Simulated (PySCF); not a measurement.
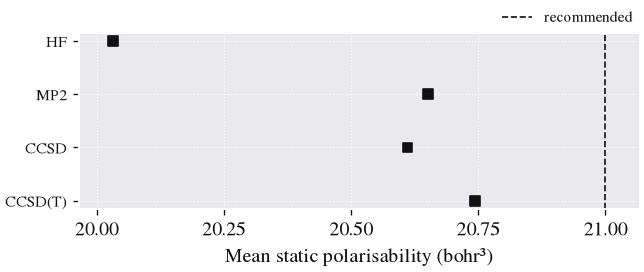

The mean static polarisability of neutral bromine ([Ar] 3d¹⁰ 4s² 4p⁵) across levels of theory. Finite fields; PySCF, aug-cc-pVTZ-DK, spin-free X2C-1e, unrestricted single determinants, no spin-orbit coupling. 28 core electrons frozen.

How do the methods compare?

Answer. The values run from 20.033 bohr³ (HF) to 20.744 bohr³ (CCSD(T)). The recommended value is 21.0 ± 1 bohr³, too uncertain to rank the methods.

| Method | Mean static polarisability (bohr³) |
| --- | --- |
| HF | 20.033 |
| MP2 | 20.651 |
| CCSD | 20.611 |
| CCSD(T) | 20.744 |
